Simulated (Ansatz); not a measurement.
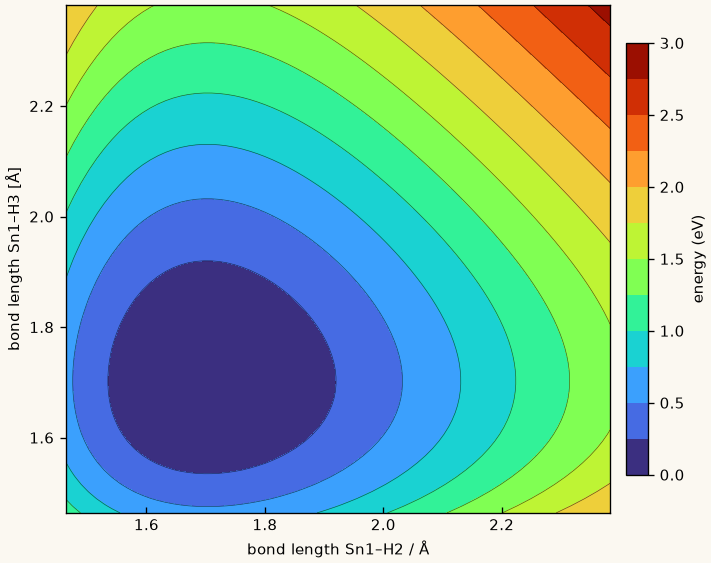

Energy landscape of SnH4. The first coordinate is: bond length Sn1–H2; the second: bond length Sn1–H3. Nothing is relaxed (all other coordinates rigid). The scan uses a 15 × 15 grid; 120 points were computed and 105 follow by symmetry. Points are written as (first, second). Energies: eV, counted from the relaxed molecule at the same level. Method: RKS r2SCAN-D4/def2-TZVP in Ansatz.

The picture shows filled contours. Between grid points the surface is interpolated. 

Where are the wells?

The lowest grid point is at (1.727 Å, 1.727 Å), 0.008 eV from the relaxed molecule at the same level. It is the only kind of minimum in the scanned range. The highest grid point, (2.383 Å, 2.383 Å), lies 2.84 eV above the lowest. Round the minimum the contours are nearly round: the two directions are equally stiff and uncoupled.

The input of one point:

```yaml
crystal:
  periodic: [false, false, false]
  atoms:
    - { symbol: Sn, position_ang: [2.5e-05, -7.0e-06, 2.0e-06] }
    - { symbol: H, position_ang: [0.0112, -0.018973, 1.726862] }
    - { symbol: H, position_ang: [1.624466, 0.011153, -0.586168] }
    - { symbol: H, position_ang: [-0.810221, 1.393772, -0.546936] }
    - { symbol: H, position_ang: [-0.802205, -1.386056, -0.577543] }
basis:
  gaussian: { orbitals: def2-TZVP }
hamiltonian:
  xc: r2scan
  dispersion: d4
output:
  forces: true
```

The whole map (120 points run) took 90 s on 1 thread of AMD EPYC 9R45 96-Core Processor (Zen 5), on a shared host.
